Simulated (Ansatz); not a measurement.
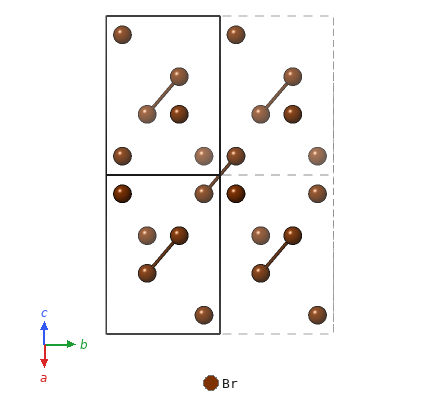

The structure, seen along [101]; the drawing may span several cells.

Structure (in its standard cell), the geometry relaxed at fixed volume with DFT PBE, spin-orbit coupling, plane waves, PAW in Ansatz 0.2.0:

```cif
data_structure
_symmetry_space_group_name_H-M 'P 1'
_symmetry_Int_Tables_number 1
_cell_length_a 8.2392
_cell_length_b 4.2789
_cell_length_c 8.7278
_cell_angle_alpha 90.000
_cell_angle_beta 90.000
_cell_angle_gamma 90.000
_cell_volume 307.69
loop_
_atom_site_label
_atom_site_type_symbol
_atom_site_fract_x
_atom_site_fract_y
_atom_site_fract_z
_atom_site_occupancy
Br1 Br 0.50000 0.14108 0.61836 1
Br2 Br 0.50000 0.85892 0.38164 1
Br3 Br 0.50000 0.64108 0.88164 1
Br4 Br 0.50000 0.35892 0.11836 1
Br5 Br 0.00000 0.64108 0.61836 1
Br6 Br 0.00000 0.35892 0.38164 1
Br7 Br 0.00000 0.14108 0.88164 1
Br8 Br 0.00000 0.85892 0.11836 1
```

What does the kinematic electron diffraction pattern along [101] look like at 300 kV (B = 0.8 Å²)?

The spots form a centred rectangular net with both shortest vectors at d = 3.48 Å, 71.1° apart. They are 1 1 -1 and -1 1 1. The pattern has symmetry 2mm. The lattice centring (C) removes all reflections that break h + k = 2n.

Strongest reflections with d > 1.07 Å, one of each family (|F|² from tabulated Gaussian fits of the electron scattering factors, times a small damping for the curvature of the Ewald sphere):

```
   hkl  d (Å)  I (strongest = 100)
1 1 -1  3.482                  100
4 0 -4  1.498                   94
1 3 -1  1.388                   33
3 1 -3  1.810                   23
3 3 -3  1.161                   14
5 1 -5  1.154                   13
```

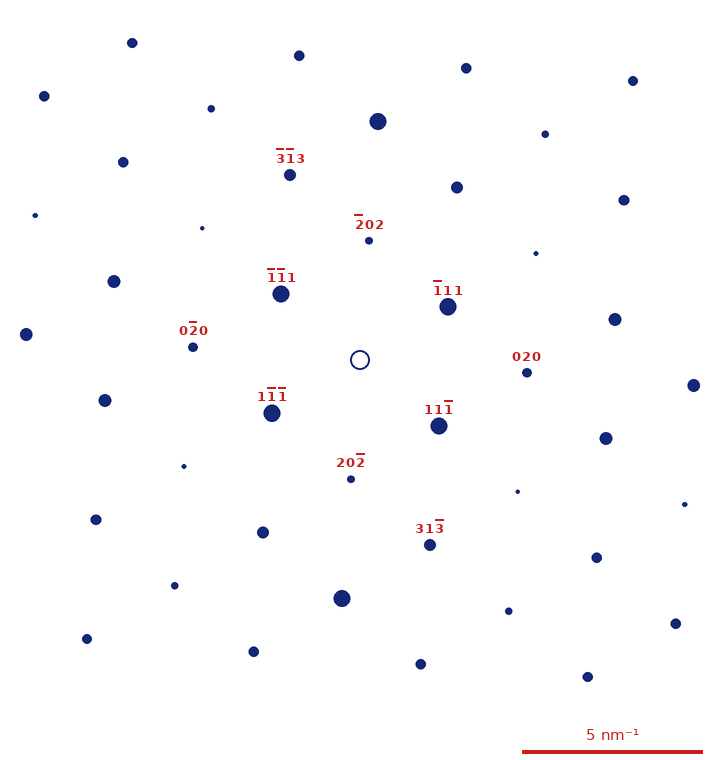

Calculated pattern, seen from the source side with [101] pointing towards the source.
